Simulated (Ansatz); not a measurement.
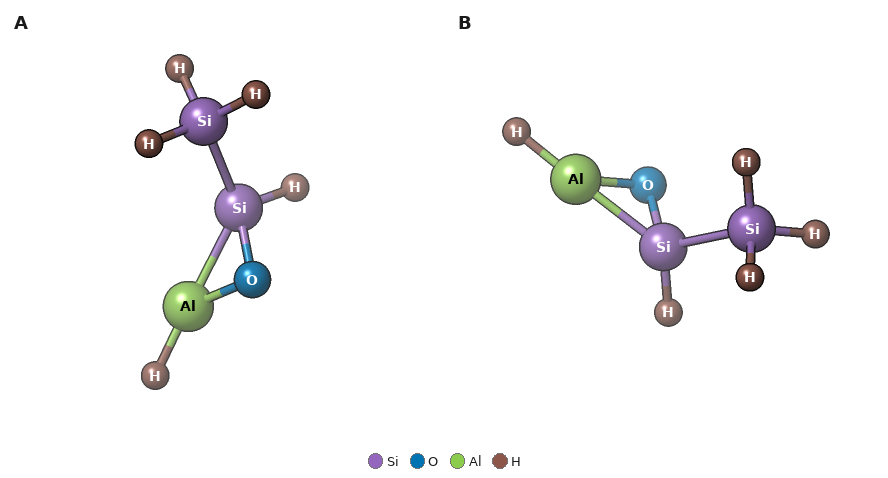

Distant atoms are faded towards the background colour. The computed structure is the end point of a PBE-D4/def2-SVP optimisation. No frequency run is at hand to confirm it as a minimum.

How are A and B related: the same structure turned, mirror images, conformers, diastereomers or constitutional isomers?

They are enantiomers, mirror images that no rotation superimposes: A is [SiH3][Si@H]1[O][AlH]1 (), B is [SiH3][Si@@H]1[O][AlH]1 (). Their energies are equal.
